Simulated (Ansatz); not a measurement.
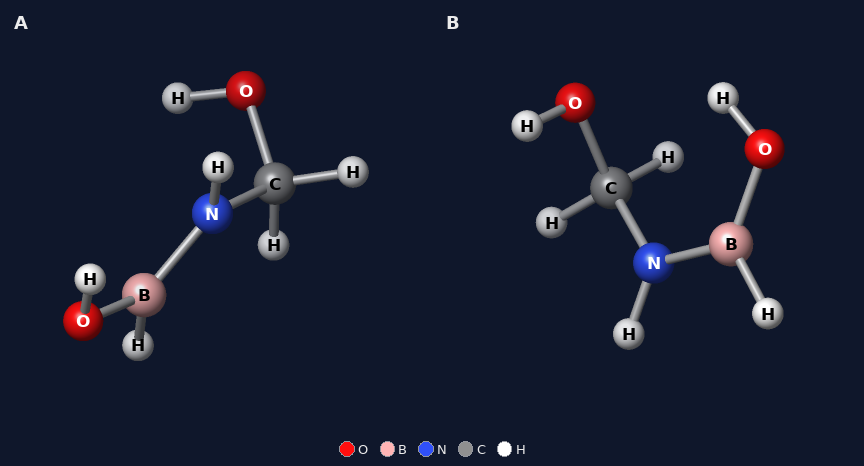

2 stationary structures of one formula. Geometries: PBE0-D4/def2-TZVP. Electronic energies: CCSD(T)/CBS (from def2-TZVPP and def2-QZVPP) (Ansatz 0.2.0), without zero-point energy. No frequency run is at hand to confirm each as a minimum.

How are they related?

They are conformers of CH6BNO2: `OBNCO`.

Which structure is the most stable?

B is lowest; A lies 0.014 eV above it.
